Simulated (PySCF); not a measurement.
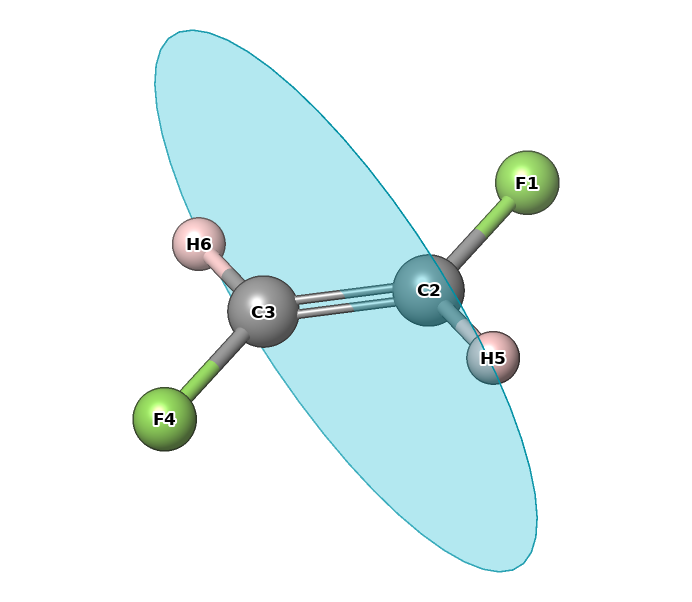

A disc through the centre of mass is drawn in. Depth is shown by fading: the farther an atom, the more it takes the colour of the background. The geometry was computed by an optimisation with PBE0-D3(BJ)/def2-SVP. No frequency run is at hand to confirm it as a minimum.

Question: Is the plane of the disc a mirror plane of the structure?

Answer: No. The point group is C2h, with 1 C2 axis, 1 mirror plane and a centre of inversion, and this plane isn't one of its mirror planes.
